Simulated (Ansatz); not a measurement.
# C2H6N2Si: rotation by 180° about the N1–C2 bond

Wanted: the energy profile along the rotation by 180° about the N1–C2 bond, from relaxed end points and a band of images. SMILES of the start: NC1=C[SiH]1N.

Method: RHF/def2-SVP, in Ansatz 0.2.0.

### 1 The structure to begin with

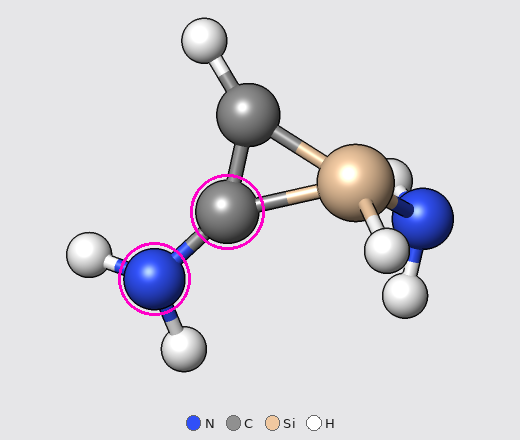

Start, viewed from a chosen angle; nitrogen blue, carbon grey, silicon light orange, hydrogen white. Ringed: N1, C2.

Structure file:

```xyz
11

N     0.9322    1.2276    0.9431
C     0.4997    0.0446    0.5777
C     0.8477   -1.1596    0.2801
Si   -0.7819   -0.9926    0.0625
N    -1.3700   -0.3548   -1.4233
H     0.2970    2.0418    0.5837
H     1.9053    1.4520    0.8225
H     1.8055   -1.7346    0.2293
H    -1.8616   -0.8920    1.1814
H    -1.6233    0.6247   -1.2209
H    -0.5851   -0.3142   -2.0154
```

### 2 End point A

input.yaml reads:

```yaml
crystal:
  periodic: [false, false, false]
  atoms:
    - { symbol: "N", position_ang: [0.9322, 1.2276, 0.9431] }
    - { symbol: C, position_ang: [0.4997, 0.0446, 0.5777] }
    - { symbol: C, position_ang: [0.8477, -1.1596, 0.2801] }
    - { symbol: Si, position_ang: [-0.7819, -0.9926, 0.0625] }
    - { symbol: "N", position_ang: [-1.37, -0.3548, -1.4233] }
    - { symbol: H, position_ang: [0.297, 2.0418, 0.5837] }
    - { symbol: H, position_ang: [1.9053, 1.452, 0.8225] }
    - { symbol: H, position_ang: [1.8055, -1.7346, 0.2293] }
    - { symbol: H, position_ang: [-1.8616, -0.892, 1.1814] }
    - { symbol: H, position_ang: [-1.6233, 0.6247, -1.2209] }
    - { symbol: H, position_ang: [-0.5851, -0.3142, -2.0154] }
basis:
  gaussian: { orbitals: def2-SVP }
hamiltonian:
  xc: hf
relax:
  f_tol: 0.015
  max_steps: 40
```

The run is started by

```bash
> ansatz run input.yaml --threads 1 --pin off --max-ram 2048MiB --backend cpu --events-out ev --progress --plain --runs-dir out
```

The log of the run, cut to the lines that bear on the results:

```text
Warning: RAYON_NUM_THREADS=1 ignored (pool sized by the plan → 1); use --threads N
[...]
Functional definition: HF
[...]
1151 factors; integrals over basis functions are off by at most 3.7e-4 eV
[...]
mean field -12972.14317682 eV, -476.7174689137 hartree, gradient 1.4e-5 eV, S^2 0.000000; 0 other end points of the search recorded, 0 dependent functions left out
[...]
reference -12972.14317682 eV, -476.7174689137 hartree; 23, 23 occupied and 81, 81 virtual orbitals, 1151 factors
relax step   1: F+E_penalty+E_count = -12972.14317682 eV  Δ(F+E_penalty+E_count) = +0.000e0 eV  max|allowed force component| = 6.859e0 eV/Å  Δτ_max = 0.0000 Å  (37 SCF iters, accepted)
[...]
Atom 3 at    -0.820830    -0.608486     0.004053 Å, force     0.003723    -0.003144     0.005605 eV/Å
Atom 4 at    -1.510395    -0.431059    -1.550014 Å, force    -0.000866     0.003857    -0.000077 eV/Å
Atom 5 at     0.934076     2.257882     1.093156 Å, force    -0.000316    -0.001209     0.001144 eV/Å
Atom 6 at     2.319105     1.290053     1.154427 Å, force     0.000204     0.000663    -0.000875 eV/Å
Atom 7 at     1.775365    -1.595365     0.393134 Å, force    -0.001666     0.000627    -0.000928 eV/Å
Atom 8 at    -1.962620    -0.962523     0.872194 Å, force    -0.002380    -0.000686    -0.001011 eV/Å
Atom 9 at    -2.497930    -0.421470    -1.705823 Å, force    -0.002842     0.000372    -0.000781 eV/Å
Atom 10 at    -0.981256    -0.238943    -2.376412 Å, force     0.001624    -0.002591    -0.003798 eV/Å
Dipole moment:     0.037844     0.383220    -0.264130 e Å
```

Run time: 33 s. Hardware: 1 thread of Arm Neoverse V1, shared host; peak memory 0.2 GiB.

Step by step:

```
step  energy from step 1 (eV)  largest force component (eV/Å)
   1                   0.0000                          6.8588
   2                  -1.2396                          2.9641
   3                  -1.6547                          0.6002
   4                  -1.8095                          0.5472
   5                  -1.9071                          0.6234
   6                  -1.9688                          0.4481
   7                  -2.0171                          0.2973
   8                  -2.0482                          0.1793
   9                  -2.0542                          0.4923
  10                  -2.0611                          0.0960
  11                  -2.0623                          0.0638
  12                  -2.0627                          0.0194
  13                  -2.0627                          0.0060
```

Step 1 is the start.

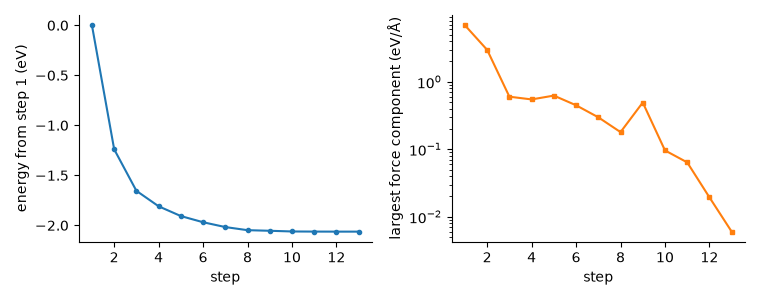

Energy and largest force along the relaxation.

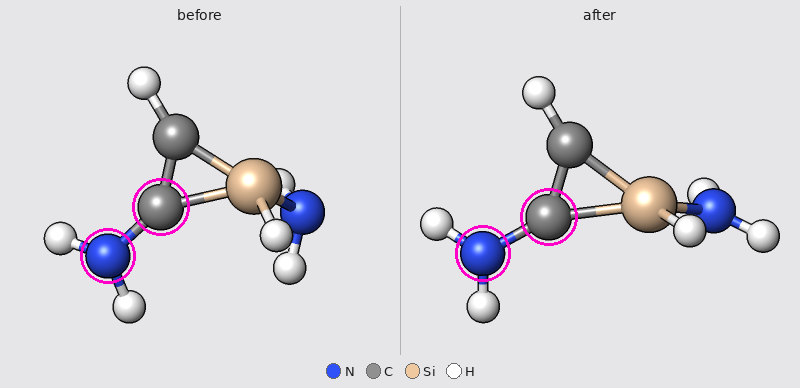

The structure before (left) and after (right), drawn at the same scale.

After: Bond lengths: N1–C2 1.355 Å, C2–C3 1.354 Å, C2–Si4 1.814 Å, C3–Si4 1.774 Å, Si4–N5 1.709 Å, N1–H6 0.997 Å, N1–H7 1.000 Å, C3–H8 1.084 Å, Si4–H9 1.477 Å, N5–H10 1.000 Å, N5–H11 1.000 Å. Angles (14 of 18 angles, heavy atoms first): N1–C2–C3 135.4°, N1–C2–Si4 158.3°, C3–C2–Si4 66.3°, C2–C3–Si4 69.4°, C2–Si4–C3 44.3°, C2–Si4–N5 126.0°, C3–Si4–N5 125.5°, C2–N1–H6 118.8°, C2–N1–H7 119.1°, C2–C3–H8 133.3°, Si4–C3–H8 157.3°, C2–Si4–H9 121.5°, C3–Si4–H9 125.3°, N5–Si4–H9 104.3°.

### 3 Relaxing end B

The second end starts from a geometry with the move made by hand.

input.yaml reads:

```yaml
crystal:
  periodic: [false, false, false]
  atoms:
    - { symbol: "N", position_ang: [0.9322, 1.2276, 0.9431] }
    - { symbol: C, position_ang: [0.4997, 0.0446, 0.5777] }
    - { symbol: C, position_ang: [-0.5437, -0.65329, 0.28779] }
    - { symbol: Si, position_ang: [0.79083, -1.62738, 0.2561] }
    - { symbol: "N", position_ang: [1.35744, -2.32398, 1.72374] }
    - { symbol: H, position_ang: [0.297, 2.0418, 0.5837] }
    - { symbol: H, position_ang: [1.9053, 1.452, 0.8225] }
    - { symbol: H, position_ang: [-1.64459, -0.46968, 0.2177] }
    - { symbol: H, position_ang: [1.90115, -1.64423, -0.83693] }
    - { symbol: H, position_ang: [2.17556, -1.75855, 1.99853] }
    - { symbol: H, position_ang: [0.6586, -2.12917, 2.38855] }
basis:
  gaussian: { orbitals: def2-SVP }
hamiltonian:
  xc: hf
relax:
  f_tol: 0.015
  max_steps: 40
```

The run is started by

```bash
> ansatz run input.yaml --threads 1 --pin off --max-ram 2048MiB --backend cpu --events-out ev --progress --plain --runs-dir out
```

The log of the run, cut to the lines that bear on the results:

```text
Warning: RAYON_NUM_THREADS=1 ignored (pool sized by the plan → 1); use --threads N
[...]
Functional definition: HF
[...]
1152 factors; integrals over basis functions are off by at most 3.7e-4 eV
[...]
mean field -12972.17230187 eV, -476.7185392394 hartree, gradient 1.3e-5 eV, S^2 0.000000; 0 other end points of the search recorded, 0 dependent functions left out
[...]
reference -12972.17230187 eV, -476.7185392394 hartree; 23, 23 occupied and 81, 81 virtual orbitals, 1152 factors
[...]
Atom 6 at     1.637429     2.040174     0.693316 Å, force     0.000834    -0.000669     0.000439 eV/Å
Atom 7 at    -1.515340    -0.335862     0.073260 Å, force     0.000830     0.000651    -0.000657 eV/Å
Atom 8 at     1.872160    -1.975026    -0.616566 Å, force     0.000263    -0.000621     0.000980 eV/Å
Atom 9 at     2.145377    -3.086535     1.819713 Å, force     0.000152    -0.000239    -0.000738 eV/Å
Atom 10 at     0.947269    -2.339998     2.708613 Å, force     0.000993    -0.000182    -0.001194 eV/Å
Dipole moment:     0.202793     0.182741     0.132815 e Å
```

Wall time 32 s (1 thread of Arm Neoverse V1, shared host); peak memory 0.2 GiB.

The steps of the relaxation:

```csv
step,energy from step 1 (eV),largest force component (eV/Å)
1,0.0000,8.1215
2,-1.2631,3.0540
3,-1.6966,0.6148
4,-1.8280,0.4546
5,-1.9093,0.7318
6,-1.9687,0.4485
7,-2.0114,0.2176
8,-2.0328,0.1526
9,-2.0384,0.1153
10x,-2.0376,0.1180
11,-2.0400,0.0117
12,-2.0400,0.0449
13,-2.0401,0.0042
```

Step 1 is the start. 1 step was tried and not accepted (marked x).

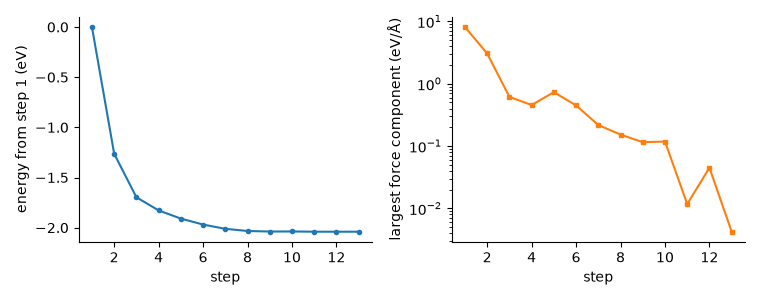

How energy and force went from step to step.

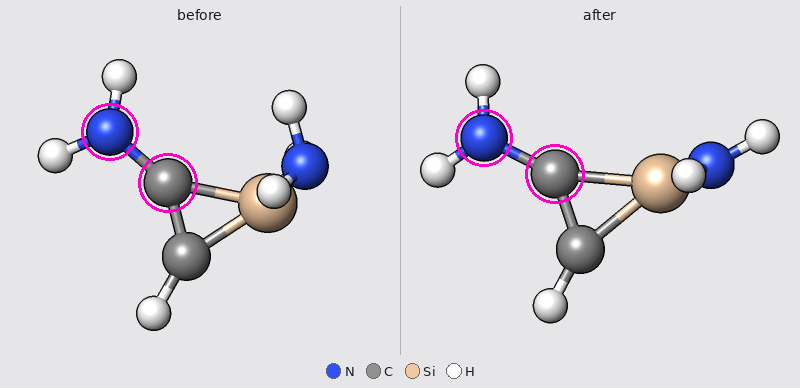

Before and after, at one scale.

After: Bond lengths: N1–C2 1.357 Å, C2–C3 1.353 Å, C2–Si4 1.814 Å, C3–Si4 1.774 Å, Si4–N5 1.709 Å, N1–H6 1.000 Å, N1–H7 0.997 Å, C3–H8 1.084 Å, Si4–H9 1.478 Å, N5–H10 1.000 Å, N5–H11 1.000 Å. Angles (14 of 18 angles, heavy atoms first): N1–C2–C3 135.4°, N1–C2–Si4 158.0°, C3–C2–Si4 66.3°, C2–C3–Si4 69.4°, C2–Si4–C3 44.3°, C2–Si4–N5 126.3°, C3–Si4–N5 125.6°, C2–N1–H6 118.4°, C2–N1–H7 118.2°, C2–C3–H8 133.3°, Si4–C3–H8 157.2°, C2–Si4–H9 121.2°, C3–Si4–H9 125.1°, N5–Si4–H9 104.4°.

### 4 Nudged elastic band

crystal.atoms is end A as relaxed above, and neb.final_atoms is end B, turned to lie on A. With 9 inner images the band has 11 in all.

input.yaml reads:

```yaml
crystal:
  periodic: [false, false, false]
  atoms:
    - { symbol: "N", position_ang: [1.320433, 1.340755, 1.14865] }
    - { symbol: C, position_ang: [0.61107, 0.301516, 0.646985] }
    - { symbol: C, position_ang: [0.878481, -0.98946, 0.34035] }
    - { symbol: Si, position_ang: [-0.82083, -0.608486, 0.004053] }
    - { symbol: "N", position_ang: [-1.510395, -0.431059, -1.550014] }
    - { symbol: H, position_ang: [0.934076, 2.257882, 1.093156] }
    - { symbol: H, position_ang: [2.319105, 1.290053, 1.154427] }
    - { symbol: H, position_ang: [1.775365, -1.595365, 0.393134] }
    - { symbol: H, position_ang: [-1.96262, -0.962523, 0.872194] }
    - { symbol: H, position_ang: [-2.49793, -0.42147, -1.705823] }
    - { symbol: H, position_ang: [-0.981256, -0.238943, -2.376412] }
basis:
  gaussian: { orbitals: def2-SVP }
hamiltonian:
  xc: hf
neb:
  order_check: false
  images: 9
  f_tol: 0.03
  max_iterations: 58
  initial_path: idpp
  final_atoms:
    - { symbol: "N", position_ang: [1.38405016, 1.40671395, 0.93415219] }
    - { symbol: C, position_ang: [0.63600197, 0.3354059, 0.56966495] }
    - { symbol: C, position_ang: [0.88295703, -0.97087189, 0.31855988] }
    - { symbol: Si, position_ang: [-0.81706586, -0.58334138, -0.01025849] }
    - { symbol: "N", position_ang: [-1.53059899, -0.47578647, -1.55931987] }
    - { symbol: H, position_ang: [2.29694002, 1.2441077, 1.30985972] }
    - { symbol: H, position_ang: [0.91408923, 2.2085428, 1.2960151] }
    - { symbol: H, position_ang: [1.77772572, -1.58050073, 0.36475248] }
    - { symbol: H, position_ang: [-1.94632587, -0.8817397, 0.89489161] }
    - { symbol: H, position_ang: [-2.52026788, -0.44611255, -1.69863392] }
    - { symbol: H, position_ang: [-1.01200652, -0.31351764, -2.39898366] }
```

The run is started by

```bash
> ansatz run input.yaml --threads 1 --pin off --max-ram 2048MiB --backend cpu --events-out ev --progress --plain --runs-dir out
```

The log of the run, cut to the lines that bear on the results:

```text
Warning: RAYON_NUM_THREADS=1 ignored (pool sized by the plan → 1); use --threads N
[...]
Functional definition: HF
[...]
1152 factors; integrals over basis functions are off by at most 4.3e-4 eV
[...]
mean field -12974.20591662 eV, -476.7932732030 hartree, gradient 1.4e-5 eV, S^2 0.000000; 0 other end points of the search recorded, 0 dependent functions left out
[...]
reference -12974.20591662 eV, -476.7932732030 hartree; 23, 23 occupied and 81, 81 virtual orbitals, 1152 factors
[...]
Atom 7 at     1.919574    -1.318733    -0.223083 Å, force     0.001030     0.000769     0.001547 eV/Å
Atom 8 at    -1.686094    -1.344158     1.021145 Å, force    -0.001680    -0.002478    -0.000913 eV/Å
Atom 9 at    -2.795733    -0.525829    -1.296081 Å, force     0.002556    -0.008129    -0.003623 eV/Å
Atom 10 at    -1.519811     0.184391    -2.100224 Å, force    -0.006434    -0.003037    -0.001384 eV/Å
Dipole moment:     0.092504    -0.026762    -0.264001 e Å
this run last wrote the band of iteration 6 to <dir>
```

It took 2.2 min on 1 thread of Arm Neoverse V1, shared host; peak memory 0.2 GiB.

### 5 What the band shows

Images 0 and 10 are the ends. Energies count from image 0; the path length is the program's own measure over all atoms.

| image | path (Å) | energy (eV) | dihedral H7–N1–C2–Si4 (°) | band force (eV/Å) |
| --- | --- | --- | --- | --- |
| 0 | 0.000 | 0.0000 | -166 | - |
| 1 | 0.388 | 0.0407 | 179 | 0.016 |
| 2 | 0.777 | 0.1685 | 161 | 0.012 |
| 3 | 1.165 | 0.3426 | 148 | 0.011 |
| 4 | 1.553 | 0.4925 | 136 | 0.016 |
| 5* | 1.941 | 0.5521 | 125 | 0.015 |
| 6 | 2.318 | 0.4963 | 113 | 0.020 |
| 7 | 2.695 | 0.3505 | 98 | 0.018 |
| 8 | 3.071 | 0.1753 | 79 | 0.018 |
| 9 | 3.448 | 0.0409 | 54 | 0.021 |
| 10 | 3.825 | -0.0065 | 27 | - |

The star marks the climbing image.

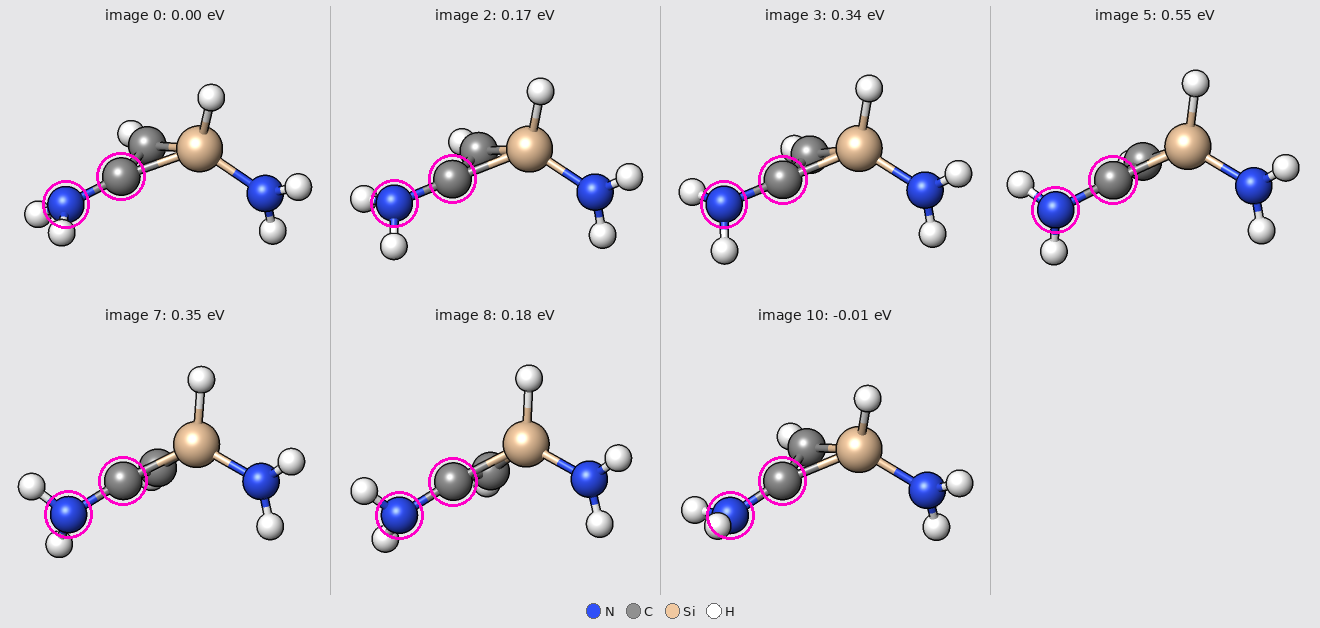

The images of the last band, seen from a chosen angle. Ringed: N1, C2. Sticks join atoms closer than a bonding distance in each image.

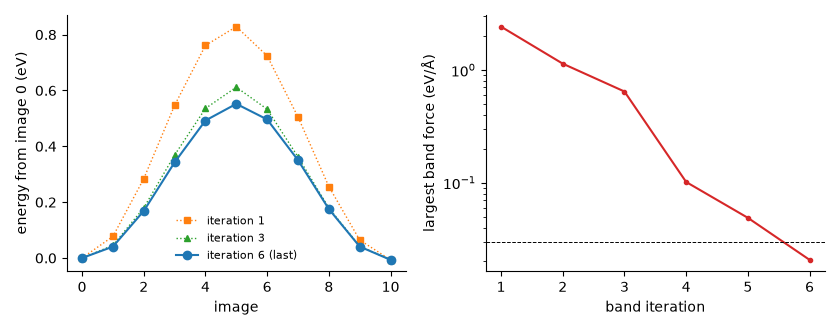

Left: energy of each image for early iterations and the last one (lines only join the points; early values far above the last band run off the scale). Right: the largest band force by iteration, with the threshold dashed.

How the highest energy settled:

| iteration | highest image above image 0 (eV) | largest band force (eV/Å) |
| --- | --- | --- |
| 1 | 0.8286 | 2.422 |
| 2 | 0.6693 | 1.137 |
| 3 | 0.6118 | 0.644 |
| 4 | 0.5536 | 0.101 |
| 5 | 0.5525 | 0.049 |
| 6 | 0.5521 | 0.021 |

The band as a trajectory file:

```xyz
11
image=0 dE=0.0000
N     1.320    1.341    1.149
C     0.611    0.302    0.647
C     0.878   -0.989    0.340
Si   -0.821   -0.608    0.004
N    -1.510   -0.431   -1.550
H     0.934    2.258    1.093
H     2.319    1.290    1.154
H     1.775   -1.595    0.393
H    -1.963   -0.963    0.872
H    -2.498   -0.421   -1.706
H    -0.981   -0.239   -2.376
11
image=1 dE=0.0407
N     1.334    1.329    1.170
C     0.624    0.308    0.614
C     0.901   -0.974    0.292
Si   -0.812   -0.609   -0.004
N    -1.582   -0.366   -1.510
H     1.079    2.261    0.922
H     2.319    1.190    1.278
H     1.807   -1.566    0.353
H    -1.907   -1.069    0.876
H    -2.563   -0.523   -1.629
H    -1.135   -0.039   -2.342
11
image=2 dE=0.1685
N     1.325    1.339    1.195
C     0.624    0.321    0.587
C     0.925   -0.940    0.222
Si   -0.814   -0.608    0.000
N    -1.651   -0.348   -1.466
H     1.276    2.226    0.735
H     2.269    1.103    1.438
H     1.849   -1.507    0.248
H    -1.847   -1.159    0.903
H    -2.630   -0.539   -1.549
H    -1.259    0.054   -2.293
11
image=3 dE=0.3426
N     1.315    1.370    1.192
C     0.620    0.328    0.573
C     0.945   -0.904    0.150
Si   -0.820   -0.608    0.016
N    -1.713   -0.340   -1.415
H     1.493    2.137    0.570
H     2.184    1.062    1.587
H     1.885   -1.444    0.108
H    -1.792   -1.231    0.940
H    -2.691   -0.538   -1.468
H    -1.359    0.111   -2.234
11
image=4 dE=0.4925
N     1.315    1.409    1.154
C     0.618    0.329    0.565
C     0.959   -0.873    0.077
Si   -0.825   -0.611    0.041
N    -1.768   -0.333   -1.356
H     1.712    2.003    0.446
H     2.075    1.072    1.718
H     1.909   -1.382   -0.051
H    -1.740   -1.291    0.981
H    -2.747   -0.532   -1.383
H    -1.444    0.151   -2.169
11
image=5 dE=0.5521
N     1.331    1.439    1.087
C     0.627    0.325    0.556
C     0.967   -0.847    0.000
Si   -0.823   -0.622    0.066
N    -1.817   -0.322   -1.291
H     1.919    1.842    0.377
H     1.943    1.133    1.824
H     1.920   -1.319   -0.223
H    -1.686   -1.344    1.021
H    -2.796   -0.526   -1.296
H    -1.520    0.184   -2.100
11
image=6 dE=0.4963
N     1.364    1.441    1.008
C     0.650    0.312    0.544
C     0.971   -0.829   -0.084
Si   -0.813   -0.638    0.088
N    -1.862   -0.308   -1.220
H     2.098    1.684    0.366
H     1.800    1.238    1.891
H     1.914   -1.264   -0.401
H    -1.628   -1.390    1.061
H    -2.840   -0.513   -1.201
H    -1.589    0.211   -2.031
11
image=7 dE=0.3505
N     1.413    1.415    0.936
C     0.683    0.295    0.524
C     0.971   -0.815   -0.174
Si   -0.794   -0.658    0.102
N    -1.906   -0.289   -1.143
H     2.256    1.533    0.403
H     1.651    1.372    1.910
H     1.896   -1.213   -0.579
H    -1.561   -1.432    1.095
H    -2.882   -0.499   -1.095
H    -1.661    0.235   -1.959
11
image=8 dE=0.1753
N     1.472    1.368    0.884
C     0.723    0.276    0.495
C     0.969   -0.804   -0.270
Si   -0.770   -0.678    0.105
N    -1.950   -0.269   -1.061
H     2.390    1.398    0.482
H     1.507    1.520    1.873
H     1.869   -1.172   -0.751
H    -1.485   -1.474    1.122
H    -2.923   -0.481   -0.973
H    -1.738    0.257   -1.885
11
image=9 dE=0.0409
N     1.531    1.311    0.856
C     0.764    0.260    0.447
C     0.971   -0.795   -0.371
Si   -0.739   -0.697    0.095
N    -1.993   -0.245   -0.975
H     2.498    1.283    0.597
H     1.376    1.658    1.780
H     1.844   -1.148   -0.907
H    -1.398   -1.515    1.132
H    -2.959   -0.452   -0.825
H    -1.829    0.283   -1.809
11
image=10 dE=-0.0065
N     1.371    1.434    0.912
C     0.636    0.349    0.562
C     0.899   -0.956    0.319
Si   -0.809   -0.595    0.001
N    -1.536   -0.510   -1.543
H     2.289    1.287    1.282
H     0.892    2.231    1.272
H     1.803   -1.552    0.362
H    -1.926   -0.903    0.917
H    -2.527   -0.496   -1.675
H    -1.027   -0.347   -2.388
```

[end of part 1 of 2]
